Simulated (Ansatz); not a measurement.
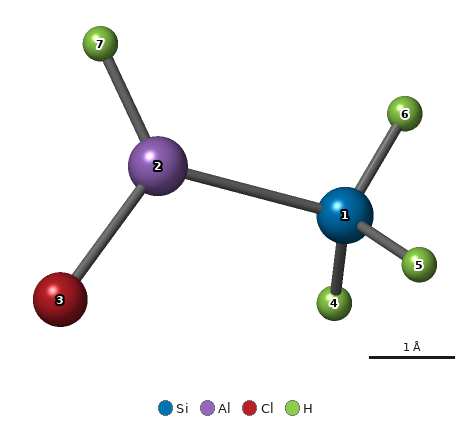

Figure 1. The structure (ball-and-stick view, seen at a tilt; atoms are numbered from 1 in the order of the input). Sticks mark near contacts. Bond lengths as drawn: Al–Cl 2.13 Å, Al–H 1.60 Å, Al–Si 2.46 Å and H–Si 1.51 Å.

# Frequency calculation of AlSiH4Cl

- system: AlSiH4Cl, SMILES [SiH3][AlH][Cl]
- method: PBE/def2-SVP, RKS (Ansatz 0.2.0)

The geometry was optimised with PBE/def2-SVP. Figures and captions count atoms from 1; the log counts them from 0 in places.

**Log**
```
Functional definition: PBE
  name "PBE"
  parameter kappa = 0.804
  parameter beta = 0.06672455060314922
  exchange = pbe_x(kappa = kappa, mu = beta*pi^2/3)
  correlation = pbe_c(beta = beta)
816 factors; their error is unknown
mean field evaluation 1: about -27040.6497 eV, gradient 1.8e1 eV
mean field evaluation 2: about -27040.8620 eV, gradient 1.8e1 eV
mean field evaluation 4: about -27042.0056 eV, gradient 9.8e-1 eV
mean field evaluation 8: about -27041.9491 eV, gradient 1.1e-1 eV
mean field evaluation 16: about -27041.9492 eV, gradient 9.2e-6 eV
mean field -27041.94915478 eV, -993.7733017465 hartree, gradient 9.2e-6 eV, S^2 0.000000; 0 other end points of the search recorded, 0 dependent functions left out
the calculation of the forces begins
reference -27041.94919262 eV, -993.7733031374 hartree; 24, 24 occupied and 50, 50 virtual orbitals, 816 factors
these checks for a lower state are left out or cut short: stability, starts, cluster_reference, orbital_swaps, neighbouring_geometries, increment
816 factors; their error is unknown
mean field -27041.94909178 eV, -993.7732994315 hartree, gradient 1.0e-6 eV, S^2 0.000000; 0 other end points of the search recorded, 0 dependent functions left out
[... from here on the field's lines of each further geometry are left out, up to the last ...]
the calculation of the forces begins
reference -27041.94916399 eV, -993.7733020850 hartree; 24, 24 occupied and 50, 50 virtual orbitals, 816 factors
these checks for a lower state are left out or cut short: stability, starts, cluster_reference, orbital_swaps, neighbouring_geometries, increment
816 factors; their error is unknown
mean field -27041.94912620 eV, -993.7733006965 hartree, gradient 2.2e-6 eV, S^2 0.000000; 0 other end points of the search recorded, 0 dependent functions left out
the calculation of the forces begins
reference -27041.94916405 eV, -993.7733020873 hartree; 24, 24 occupied and 50, 50 virtual orbitals, 816 factors
Total energy: -27041.94919262 eV, -993.7733031374 hartree
Atom 0 at    -0.865721     0.584940    -0.313416 Å, force     0.000044    -0.000105    -0.000074 eV/Å
Atom 1 at     1.097633    -0.619212     0.538288 Å, force    -0.000069     0.000116     0.000058 eV/Å
Atom 2 at     1.817407    -2.252819    -0.619591 Å, force     0.000121    -0.000121    -0.000040 eV/Å
Atom 3 at    -2.039550    -0.350974    -0.460595 Å, force     0.000020     0.000102    -0.000016 eV/Å
Atom 4 at    -0.578664     1.171355    -1.673331 Å, force    -0.000088    -0.000025     0.000043 eV/Å
Atom 5 at    -1.276112     1.709371     0.603121 Å, force     0.000046     0.000025     0.000069 eV/Å
Atom 6 at     1.906206    -0.310661     1.879925 Å, force    -0.000074     0.000009    -0.000039 eV/Å
Dipole moment:    -0.085002     0.170296     0.109094 e Å
Vibrations: 21.21 106.76 321.30 359.85 440.08 480.26 523.35 639.18 818.37 896.10 900.76 1886.71 2140.04 2152.48 2157.46 cm⁻¹, zero-point energy 0.858214 eV
```

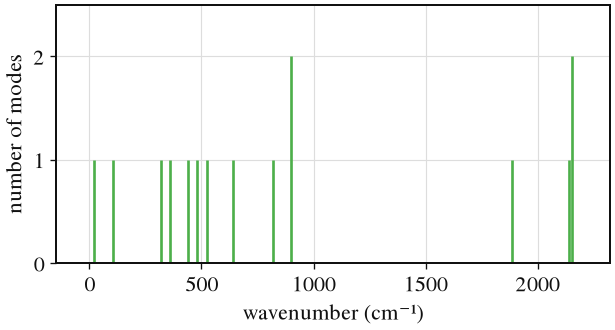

Figure 2. Harmonic vibrational wavenumbers from the force constants; neighbouring modes closer than 10 cm⁻¹ are counted in one stick. 15 modes from 21 to 2157 cm⁻¹, none imaginary.

The run was set up as follows.

**Input**
```yaml
crystal:
  periodic: [false, false, false]
  atoms:
    - {symbol: Si, position_ang: [-0.865721, 0.584940, -0.313416]}
    - {symbol: Al, position_ang: [1.097633, -0.619212, 0.538288]}
    - {symbol: Cl, position_ang: [1.817407, -2.252819, -0.619591]}
    - {symbol: H, position_ang: [-2.039550, -0.350974, -0.460595]}
    - {symbol: H, position_ang: [-0.578664, 1.171355, -1.673331]}
    - {symbol: H, position_ang: [-1.276112, 1.709371, 0.603121]}
    - {symbol: H, position_ang: [1.906206, -0.310661, 1.879925]}
basis:
  gaussian:
    orbitals: def2-SVP
hamiltonian:
  xc: {name: PBE}
phonons:
  temperatures: {t_min: 298.15, t_max: 298.15, t_step: 1}
```

Run as:
```bash
ansatz run job.yaml --threads 1 --pin off --max-ram 3480MiB --events-out events.jsonl --progress --plain --runs-dir runs
```

**Summary**

| quantity | value |
| --- | --- |
| outcome | converged |
| total energy | −993.773303 hartree |
| basis functions | 74 |
| largest force | 0.000 eV/Å |
| zero-point energy | 0.031539 hartree |
| dipole moment | 1.05 D |
| wavenumbers, lowest and highest | 21 and 2157 cm⁻¹ |
| hardware | 1 thread of Arm Neoverse V1, 112 GiB of memory available, shared host |
| wall time | 53 s |
| peak memory | 0.11 GiB |
